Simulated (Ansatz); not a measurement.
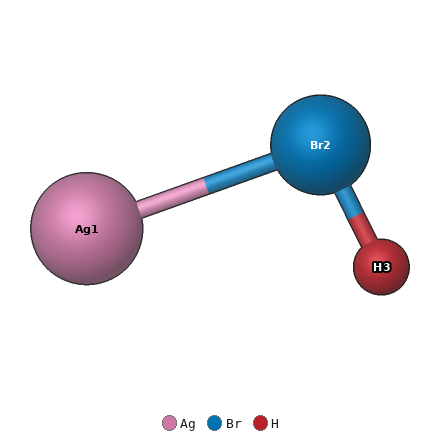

The system is AgBrH, charge +1; the picture shows the reference structure. 
- The turn is about an axis along (−0.62, −0.79, −0.00) in the frame of the relaxed pair, normal to the line between the partners.
- The first coordinate is: distance Br2···Ag1; the second: turn of Ag1 about Br2.
- The grid has 13 × 13 points. At 10 points there is no value (left out of the scan, as a rule where atoms come close).
- Points are written as (first, second).
- All energies are given in kJ/mol relative to the lowest grid point.
- Computed with RKS B3LYP-D4/def2-TZVPD in Ansatz 0.2.0.

Its coordinates:

```xyz
3

Ag    0.0327   -0.0256   -1.8633
Br    0.5136   -0.4026    0.6828
H    -0.5463    0.4282    1.1804
```

Range: distance Br2···Ag1 from 2.199 to 4.799 Å; turn of Ag1 about Br2 from −120 to 120°.

### What will the energy surface look like?

The lowest grid point is at (2.573 Å, 0°). It is the only kind of minimum in the scanned range. The highest grid point, (2.573 Å, −80°), lies 315 kJ/mol above the lowest. Round the minimum the two coordinates are nearly uncoupled.

```
turn of Ag1 about Br2 ↓, distance Br2···Ag1 →  2.199  2.280  2.411  2.573  2.758  2.963  3.185  3.422  3.673  3.937  4.214  4.501  4.799
                                          120    110     81     54     41     41     47     56     66     75     83     90     94     98
                                          100    137    108     81     67     64     68     74     81     87     92     96     99    102
                                           80    146    117     90     75     72     75     80     86     91     96     99    101    103
                                           60    130    101     74     60     58     62     69     77     84     90     94     98    101
                                           40    100     71     45     32     33     40     50     61     71     80     87     93     97
                                           20     75     46     20      9     11     21     34     48     61     72     81     88     94
                                            0     68     38     11      0      3     13     28     43     58     70     80     87     93
                                          −20     86     54     24     11     11     21     34     49     62     74     84     91     96
                                          −40    132     96     61     42     38     43     52     64     76     85     93     99    103
                                          −60    296    226    152    104     82     76     78     86     94    100    106    110    112
                                          −80      –      –      –    315    184    127    109    105    109    114    117    119    120
                                         −100      –      –      –      –    262    159    122    113    114    118    121    122    123
                                         −120      –      –      –    221    142    108     99    100    105    110    114    117    118
```

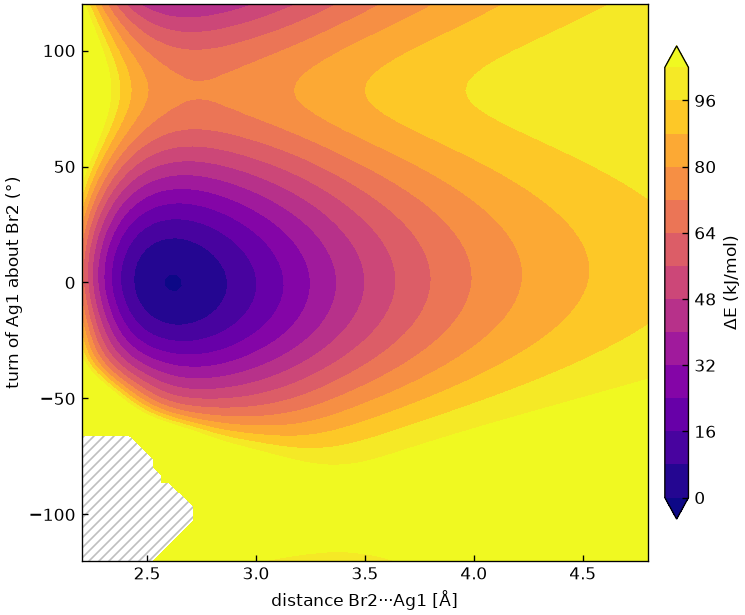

The picture shows filled contours, one colour for all values above the top of the scale, hatched blanks where no value was computed. Between grid points the surface is interpolated.

Each point was launched as `ansatz run input.yaml --threads 1 --pin off --max-ram 2048MiB --backend cpu --events-out ev --progress --plain --runs-dir out`. The whole map (159 points run) took 7.5 min on 1 thread of Intel(R) Xeon(R) 6975P-C (Granite Rapids) (shared host).
